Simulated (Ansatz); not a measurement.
**Converging the plane-wave cutoff: InSe (Cm, 4 atoms in the cell)**

```
InSe
1.0
    5.85553    -2.06492     0.00000
    5.85553     2.06492     0.00000
   -1.73185     0.00000     4.79521
In Se
2 2
Direct
  0.11334   0.11334   0.96359
  0.88820   0.88820   0.04684
  0.33907   0.33907   0.33104
  0.66093   0.66093   0.66896
```

Level of theory: PBEsol, default PAW files made with PBE (plane waves; Ansatz, a first-principles code).

Base settings: basis.ecutwfc = 420 eV; kpoints.mp_grid.grid = 5 5 3; hamiltonian.xc = pbesol; hamiltonian.pseudopotentials = {kind: paw} (the program's default PAW files); scf.occupations.method = fixed.

The second cell is the first with its lattice scaled by 0.98.

The mesh stays at the base's, so the ladder's end is converged at best in this setting alone.

The first pressure column holds Ansatz's estimate of the finite-basis (Pulay) stress, which hides part of the cutoff error; the other is without it.

Only quantities that move along the ladder and can be compared are tabulated.

The count of work is k-points × plane waves × bands × iterations; it is no time. 

The starting cell comes from a database of computed structures (which also holds hypothetical and non-ambient phases and stackings), without a prior relaxation at this level. Its lattice was rescaled by up to half a per cent. One atom was moved a little off its site on purpose.

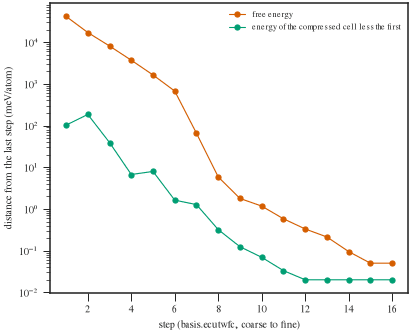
Figure. Distance from the last step along the ladder; very small values are drawn at a floor.

| basis.ecutwfc | free energy less the last step's (meV/atom) | energy of the compressed cell less the first (meV/atom) | pressure (GPa) | pressure without the Pulay estimate (GPa) | largest difference of a force vector from the last step's (eV/Å) | count of work / last |
|---|---|---|---|---|---|---|
| 145 eV | 41612.16 | -106.85 | 7.86 | -781.41 | 2.346 | 0.069 |
| 170 eV | 17051.87 | -189.18 | -5.31 | -392.36 | 0.563 | 0.090 |
| 190 eV | 8099.60 | 34.78 | -0.74 | -216.79 | 0.313 | 0.094 |
| 210 eV | 3695.16 | 2.29 | -2.25 | -116.15 | 0.180 | 0.11 |
| 230 eV | 1637.41 | -12.35 | -1.58 | -61.05 | 0.062 | 0.12 |
| 250 eV | 672.10 | -6.04 | -1.68 | -30.40 | 0.063 | 0.12 |
| 295 eV | 65.20 | -3.14 | -1.81 | -5.87 | 0.012 | 0.16 |
| 335 eV | 5.86 | -4.09 | -1.86 | -2.26 | 0.005 | 0.19 |
| 380 eV | 1.79 | -4.29 | -1.88 | -1.89 | 0.002 | 0.23 |
| 420 eV | 1.17 | -4.34 | -1.88 | -1.91 | 0.001 | 0.27 |
| 460 eV | 0.58 | -4.38 | -1.88 | -1.90 | 0.000 | 0.31 |
| 505 eV | 0.33 | -4.39 | -1.89 | -1.89 | 0.000 | 0.35 |
| 565 eV | 0.21 | -4.40 | -1.89 | -1.89 | 0.000 | 0.42 |
| 630 eV | 0.10 | -4.41 | -1.89 | -1.89 | 0.000 | 0.50 |
| 735 eV | 0.04 | -4.41 | -1.89 | -1.89 | 0.000 | 0.62 |
| 840 eV | 0.02 | -4.41 | -1.89 | -1.89 | 0.000 | 0.76 |
| 1010 eV | 0.00 | -4.41 | -1.89 | -1.89 | 0.000 | 1.0 |

Coarsest basis.ecutwfc that holds the pressure within 0.1 GPa of the last step, with all finer ones: 295 eV, at 0.16 of the last step's count of work; the step before is off by 0.21 GPa.

Coarsest basis.ecutwfc that holds the forces within 0.02 eV/Å of the last step, with all finer ones: 295 eV, at 0.16 of the last step's count of work; the step before is off by 0.063 eV/Å.

Coarsest basis.ecutwfc that holds the pressure without the Pulay estimate within 1 GPa of the last step, with all finer ones: 335 eV, at 0.19 of the last step's count of work; the step before is off by 4.0 GPa.

The energy difference between the two cells stays within 1 meV/atom of the last step's from 335 eV on, the total only from 460 eV on: much of the error is common to both cells and cancels.

At the lowest cutoff the pressure without the Pulay estimate lies 780 GPa under the last step's, the usual sign of Pulay stress in an incomplete plane-wave basis.

Keys are those of Ansatz 0.2.
